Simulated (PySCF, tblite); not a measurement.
**C₅H₁₀NSi radical: geometry, infrared bands and EPR parameters**

Aim: predict the infrared bands and EPR parameters of C₅H₁₀NSi radical (`C=C1CC(N[SiH2])C1`).

Programs: tblite 0.8.0 and PySCF 2.14.0, with density-fitted response routines of our own. Each step states its level of theory. These are calculated values for one molecule in the gas phase, unless marked as measured. Atoms count from 0, in the outputs and in this text.

### Step 1. The molecule as given

17 atoms, charge 0, multiplicity 2; geometry from: force field or distance geometry start.

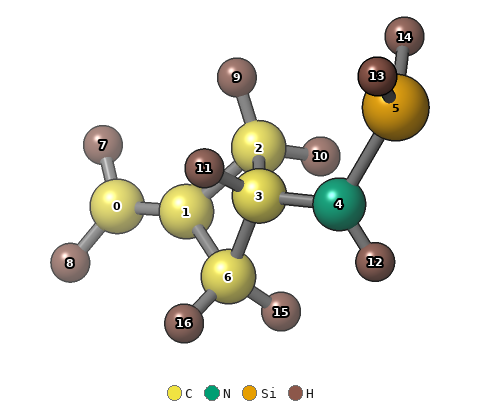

The starting geometry (carbon yellow, nitrogen teal, silicon amber, hydrogen brown), atoms numbered.

### Step 2. Relaxing the molecule with GFN2-xTB

What the job is given:

```
{"job": {"kind": "relax", "xc": "GFN2-xTB", "basis": "xTB"}, "charge": 0, "multiplicity": 2}
C     -2.701200    -0.595500     0.821600
C     -1.491000    -0.390700     0.344000
C     -0.476600     0.709100     0.484100
C      0.569400    -0.343300     0.311800
N      1.780000    -0.037100    -0.325800
Si     2.779200     1.227200     0.338300
C     -0.474300    -1.084200    -0.498000
H     -3.211000     0.151900     1.463800
H     -3.282100    -1.511300     0.601700
H     -0.515100     1.215900     1.458100
H     -0.545300     1.439300    -0.356000
H      0.758700    -0.841800     1.306100
H      1.879600    -0.258300    -1.315300
H      3.861900     0.778100     1.224900
H      2.110200     2.456200     0.757300
H     -0.595200    -0.732000    -1.519700
H     -0.454100    -2.171400    -0.457400
```

Started as:

```bash
OMP_NUM_THREADS=1 python probes_run.py task.json out
```

One launch serves the whole session: the jobs run in the order shown.

Output:

```text
step      E/eV     max force
  0    -553.79728    2.767
  1    -553.99594    0.932
  2    -554.06858    0.632
  3    -554.11701    0.459
  4    -554.13321    0.621
  5    -554.14796    0.306
  6    -554.15846    0.266
  7    -554.16908    0.219
  8    -554.17649    0.184
  9    -554.18317    0.196
 10    -554.18828    0.200
 11    -554.19409    0.201
 12    -554.20188    0.242
 13    -554.21077    0.222
 14    -554.21752    0.196
 15    -554.22176    0.203
 16    -554.22515    0.147
 17    -554.22865    0.156
 18    -554.23214    0.122
 19    -554.23549    0.124
 20    -554.23926    0.144
 21    -554.24438    0.238
 22    -554.25093    0.272
 23    -554.25763    0.206
 24    -554.26397    0.267
 25    -554.27122    0.264
 26    -554.28085    0.290
 27    -554.29225    0.309
 28    -554.30291    0.210
 29    -554.31110    0.292
 30    -554.31432    0.446
 31    -554.32065    0.300
 32    -554.32506    0.237
 33    -554.33151    0.117
 34    -554.33429    0.118
 35    -554.33769    0.112
 36    -554.34008    0.125
 37    -554.34252    0.116
 38    -554.34470    0.103
 39    -554.34660    0.106
 40    -554.34835    0.096
 41    -554.35006    0.120
 42    -554.35192    0.115
 43    -554.35316    0.081
 44    -554.35422    0.066
 45    -554.35506    0.065
 46    -554.35593    0.068
 47    -554.35680    0.066
 48    -554.35749    0.062
 49    -554.35799    0.049
 50    -554.35846    0.045
 51    -554.35898    0.056
 52    -554.35955    0.065
 53    -554.36015    0.082
 54    -554.36079    0.067
 55    -554.36150    0.076
 56    -554.36225    0.087
 57    -554.36306    0.086
 58    -554.36393    0.106
 59    -554.36478    0.084
 60    -554.36557    0.061
 61    -554.36624    0.057
 62    -554.36680    0.053
 63    -554.36732    0.075
 64    -554.36786    0.055
 65    -554.36839    0.048
 66    -554.36876    0.049
 67    -554.36901    0.046
 68    -554.36927    0.038
 69    -554.36960    0.046
 70    -554.36994    0.041
 71    -554.37020    0.032
 72    -554.37037    0.029
 73    -554.37053    0.028
 74    -554.37069    0.026
 75    -554.37083    0.023
 76    -554.37090    0.016
 77    -554.37094    0.015
 78    -554.37098    0.017
 79    -554.37104    0.019
 80    -554.37112    0.019
 81    -554.37119    0.017
 82    -554.37124    0.017
 83    -554.37129    0.018
 84    -554.37139    0.024
 85    -554.37151    0.027
 86    -554.37164    0.023
 87    -554.37173    0.022
 88    -554.37180    0.023
 89    -554.37190    0.023
 90    -554.37205    0.031
 91    -554.37225    0.032
 92    -554.37244    0.028
 93    -554.37259    0.027
 94    -554.37275    0.028
 95    -554.37296    0.039
 96    -554.37324    0.046
 97    -554.37354    0.040
 98    -554.37384    0.034
 99    -554.37413    0.036
100    -554.37435    0.028
101    -554.37445    0.052
102    -554.37453    0.019
103    -554.37460    0.016
104    -554.37464    0.012
105    -554.37468    0.012
106    -554.37471    0.013
107    -554.37474    0.011
108    -554.37476    0.010
109    -554.37476    0.008
```

Run time: 0.7 s. Hardware: 1 thread of Arm Neoverse V1, shared host.

The steps of the relaxation: (not every step is listed)

```
step  energy from step 0 (eV)  largest force (eV/Å)
   0                   0.0000                2.7665
   1                  -0.1987                0.9317
   2                  -0.2713                0.6324
   3                  -0.3197                0.4593
   4                  -0.3359                0.6210
   5                  -0.3507                0.3059
   6                  -0.3612                0.2657
   7                  -0.3718                0.2188
   8                  -0.3792                0.1842
  17                  -0.4314                0.1558
  26                  -0.4836                0.2896
  35                  -0.5404                0.1118
  44                  -0.5569                0.0657
  53                  -0.5629                0.0820
  62                  -0.5695                0.0532
  71                  -0.5729                0.0317
  80                  -0.5738                0.0186
  89                  -0.5746                0.0226
  98                  -0.5766                0.0343
 104                  -0.5774                0.0123
 105                  -0.5774                0.0118
 106                  -0.5774                0.0127
 107                  -0.5775                0.0112
 108                  -0.5775                0.0097
 109                  -0.5775                0.0075
```

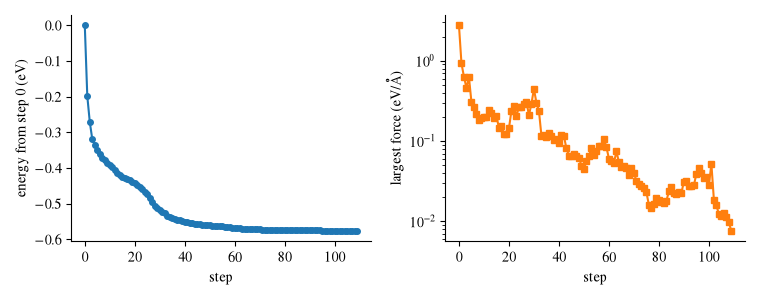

Energy and force, step by step.

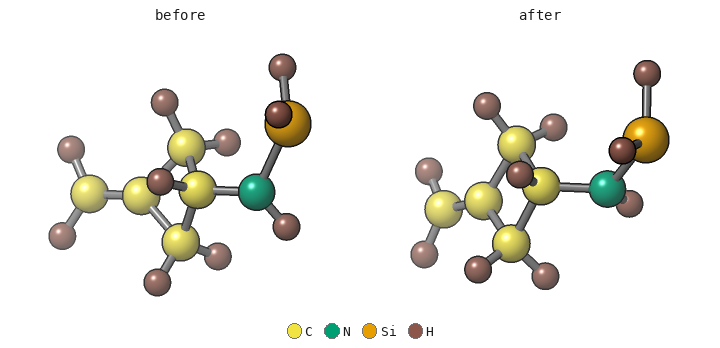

The geometry before (left) and after (right).

Close pairs (by a distance rule), those that changed most:

```
  bond  before (Å)  after (Å)  change (Å)
 C2–C3       1.494      1.551      +0.058
C3–H11       1.128      1.091      -0.037
 C0–H7       1.109      1.077      -0.032
 C3–N4       1.402      1.434      +0.032
 C3–C6       1.515      1.546      +0.031
 C0–H8       1.107      1.077      -0.029
C2–H10       1.115      1.091      -0.024
N4–Si5       1.743      1.719      -0.024
```

The next job starts from the end point, and lists it.

### Step 3. Harmonic vibrations with GFN2-xTB

What the job is given:

```
{"job": {"kind": "ir", "xc": "GFN2-xTB", "basis": "xTB"}, "charge": 0, "multiplicity": 2}
C     -2.817624    -0.582089     0.404044
C     -1.513803    -0.410289     0.350289
C     -0.593759     0.696347     0.789663
C      0.609480    -0.212080     0.423527
N      1.571829     0.303653    -0.506602
Si     2.981233     1.148157    -0.000756
C     -0.374494    -1.265650    -0.134476
H     -3.471144     0.168918     0.815582
H     -3.284080    -1.482140     0.039606
H     -0.672504     0.988733     1.835894
H     -0.657776     1.591972     0.170207
H      1.150311    -0.561256     1.304750
H      1.138205     0.558152    -1.382132
H      3.787958     0.243715     0.806476
H      2.778721     2.448987     0.638077
H     -0.329373    -1.363256    -1.219735
H     -0.310179    -2.259845     0.305138
```

Output:

```text
mode    cm-1     km/mol
  1      39.9      0.47
  2      52.3      0.34
  3     118.7      0.45
  4     204.6      1.18
  5     288.7      0.21
  6     335.4      1.89
  7     394.9      3.23
  8     408.4      7.82
  9     505.2    108.94
 10     550.3     45.91
 11     586.6     68.69
 12     640.4      0.18
 13     666.6      9.63
 14     778.3    177.17
 15     813.2     34.37
 16     851.3      0.00
 17     888.7     27.69
 18     926.1     18.09
 19     937.1      0.12
 20     989.0     31.80
 21    1000.3      4.16
 22    1026.2      4.19
 23    1043.4      3.44
 24    1095.4      4.85
 25    1164.2    130.73
 26    1194.9      3.74
 27    1214.6      2.26
 28    1223.7      8.60
 29    1242.9     18.27
 30    1266.4      3.46
 31    1382.6     85.74
 32    1408.9      0.82
 33    1443.5      3.75
 34    1453.4      0.35
 35    1778.5     38.36
 36    2234.6    413.80
 37    2308.7    298.99
 38    2960.5     21.10
 39    2973.8     11.71
 40    2979.8     70.46
 41    2993.5     40.89
 42    2997.6     37.65
 43    3096.4     24.07
 44    3119.9     41.50
 45    3436.8      2.86
```

Run time: 0.53 s. Hardware: 1 thread of Arm Neoverse V1, shared host.

The strongest bands and the atoms that carry them (share of the mass-weighted mode):

```
cm⁻¹  km/mol                                 atoms
 505   108.9                     H12 54 %, N4 32 %
 587    68.7          H14 39 %, H13 39 %, Si5 14 %
 778   177.2                    H13 52 %, H14 44 %
1164   130.7            N4 34 %, C3 27 %, H11 21 %
1383    85.7  H12 36 %, H11 33 %, C3 15 %, N4 13 %
2235   413.8                              H14 96 %
2309   299.0                              H13 96 %
2980    70.5          H15 56 %, H10 17 %, H11 14 %
```

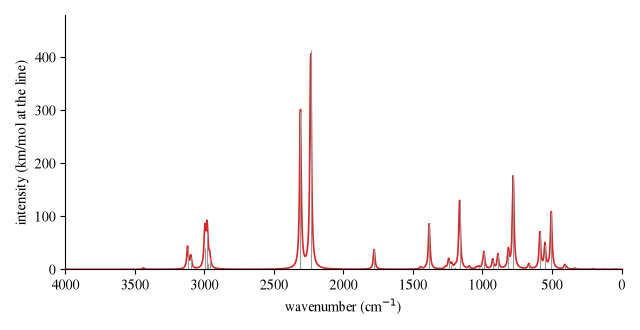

The infrared spectrum from these modes, unscaled. Lines are broadened to a width of 14 cm⁻¹ (Lorentzian).

### Step 4. EPR parameters: B3LYP/pcH-1

Settings changed since step 3:

```diff
@@ -1,2 +1,2 @@
-{"job": {"kind": "ir", "xc": "GFN2-xTB", "basis": "xTB"}, "charge": 0, "multiplicity": 2}
+{"job": {"kind": "epr", "basis": "pcH-1"}, "charge": 0, "multiplicity": 2}
 C     -2.817624    -0.582089     0.404044
```

Level: UKS B3LYP, pcH-1 on C H N Si, non-relativistic, mean-field spin-orbit, GIAO.

Output:

```text
UKS, coarse grid
  cycle   1  E = -540.66243670  |g| = 3.89e-01
  cycle   2  E = -540.61351595  |g| = 5.07e-01
  cycle   3  E = -540.73120613  |g| = 8.39e-02
  cycle   4  E = -540.73380544  |g| = 3.29e-02
  cycle   5  E = -540.73431342  |g| = 6.26e-03
  cycle   6  E = -540.73432809  |g| = 3.78e-03
  cycle   7  E = -540.73433451  |g| = 8.75e-04
UKS, final grid
  cycle   1  E = -540.73430633  |g| = 1.41e-03
  cycle   2  E = -540.73430376  |g| = 2.68e-03
  cycle   3  E = -540.73430734  |g| = 1.38e-04
  cycle   4  E = -540.73430735  |g| = 3.01e-05
  cycle   5  E = -540.73430735  |g| = 1.74e-05
E = -540.73430735 Eh   <S^2> = 0.7513 (exact 0.7500)
g shifts (ppm)      1          2          3
  rmc          -133       -133       -133
  gc             38         64         67
  oz_so        -203        139       2034
  total        -298         69       1968
hyperfine (MHz)  atom isotope    a_iso     a_fc   dipolar eigenvalues
    0   13C       1.25       1.25     -0.14     -0.12      0.26
    1   13C       0.09       0.09     -0.25     -0.18      0.42
    2   13C      -0.44      -0.44     -0.63     -0.51      1.14
    3   13C      37.28      37.29     -3.04     -2.61      5.65
    4   14N      15.98      15.97     -2.05     -1.30      3.35
    5  29Si    -488.72    -489.78   -172.12     84.37     87.76
    6   13C       0.28       0.28     -0.63     -0.63      1.26
    7    1H       0.00       0.00     -0.28     -0.25      0.52
    8    1H      -0.08      -0.08     -0.26     -0.24      0.50
    9    1H       0.81       0.81     -1.08     -0.60      1.69
   10    1H       0.11       0.11     -1.24     -0.97      2.20
   11    1H       2.54       2.54     -3.45     -0.74      4.18
   12    1H       6.37       6.36     -5.56     -2.47      8.03
   13    1H      16.94      16.92     -9.79      0.58      9.21
   14    1H      77.39      77.37     -9.92      1.72      8.20
   15    1H      -0.28      -0.28     -1.07     -0.63      1.70
   16    1H      -0.32      -0.32     -0.80     -0.57      1.37
```

Wall time 80 s (1 thread of Arm Neoverse V1, shared host); peak memory 1.1 GiB.

Principal g values 2.00202, 2.00239, 2.00429; g(iso) = 2.00290, against 2.00232 for a free electron.

Mean a(iso) over the nuclei that a row names, and the largest dipolar term of the row (other rows stand at the frozen geometry):

```
  nuclei  isotope  a(iso) (MHz)  a(iso) (G, at g = 2.0023)  largest dipolar term (MHz)
     Si5     29Si        -488.7                     -174.4                      -172.1
H13, H14       1H          47.2                       16.8                        -9.9
      C3      13C          37.3                       13.3                         5.6
      N4      14N          16.0                        5.7                         3.3
     H12       1H           6.4                        2.3                         8.0
     H11       1H           2.5                        0.9                         4.2
      C0      13C           1.2                        0.4                         0.3
 H9, H16       1H           0.2                        0.1                         1.7
      C1      13C           0.1                        0.0                         0.4
H10, H15       1H          -0.1                        0.0                         2.2
  C2, C6      13C          -0.1                        0.0                         1.3
  H7, H8       1H           0.0                        0.0                         0.5
```

Mulliken spin populations:

C0 0.00; C1 0.00; C2 0.00; C3 0.01; N4 0.00; Si5 0.97; C6 0.00; H7 0.00; H8 0.00; H9 0.00; H10 0.00; H11 0.00; H12 0.00; H13 -0.01; H14 0.03; H15 0.00; H16 0.00

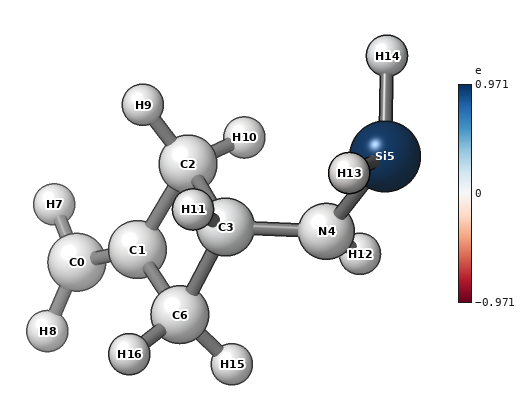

Mulliken spin populations, as colours on the atoms.

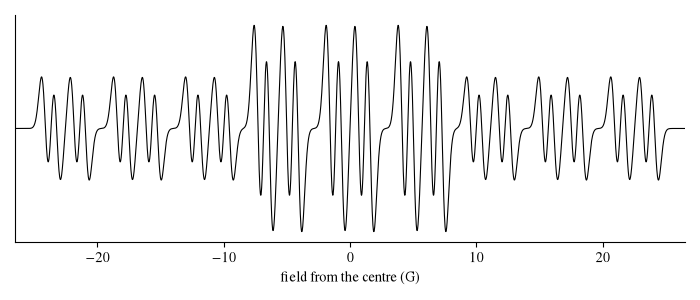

First-order isotropic spectrum (first derivative, main isotopes with spin only, couplings over 0.8 MHz, Gaussian width 0.3 G; couplings of the frozen geometry, rotation of groups not averaged beyond the rows shown).

The fields below are evaluated on a grid from the run's orbitals.

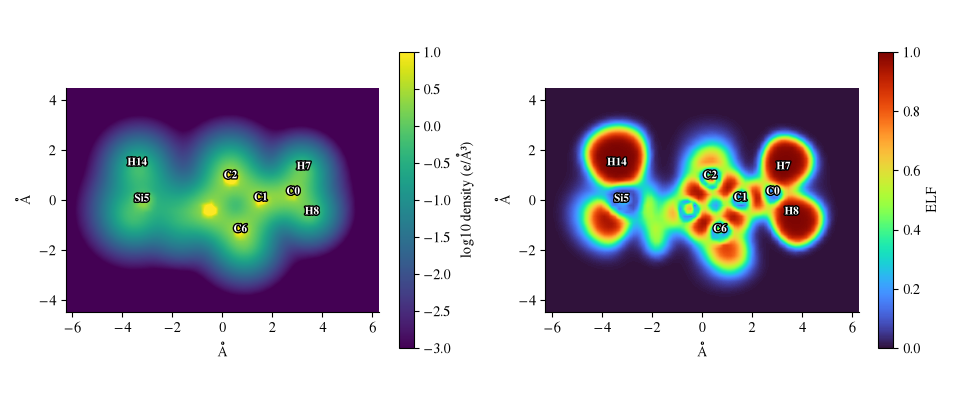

Density (left) and ELF (right) in a plane through or near 8 of the atoms.

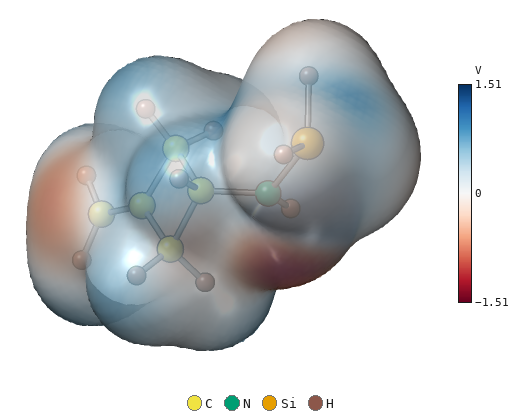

Electrostatic potential on the surface of density 0.002 e/bohr³; red is low, blue high. It runs from -0.86 V near N4 to 1.51 V near H12.

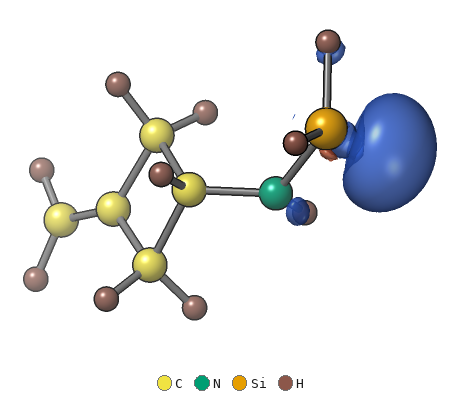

Spin density at ±0.06 e/Å³ (alpha excess blue, beta excess red).

### Step 5. Outcome

| quantity | value |
| --- | --- |
| strongest single infrared mode (GFN2-xTB) | 2235 cm⁻¹, 414 km/mol |
| zero-point energy (GFN2-xTB) | 84.4 kcal/mol |
| g(iso) (B3LYP) | 2.00290 |
| ⟨S²⟩ | 0.751 (exact 0.75) |
| largest a(iso) (averaged by class) | 29Si on Si5, -488.7 MHz |
| potential on the surface of density 0.002 e/bohr³, 1st and 99th percentile | -0.86 V and 1.51 V |

**Reading.** The optimisation took 109 steps and gained 0.577 eV; among the close pairs (by a distance rule), C2–C3 changed most, from 1.494 to 1.551 Å. No mode is imaginary among the 45: a minimum at this level. The strongest single mode, at 2235 cm⁻¹, moves mainly H14. Unscaled tight-binding wavenumbers are off by several per cent, some by more. Its intensities can rank the bands wrongly. Most of the unpaired spin sits on Si5 (0.97 e). The isotropic g lies 0.6 ppt above the free-electron value. These values are for one conformer; the search (at its own cheap level) found 1 more, at 0.51 kcal/mol, and measured spectra average over such forms.
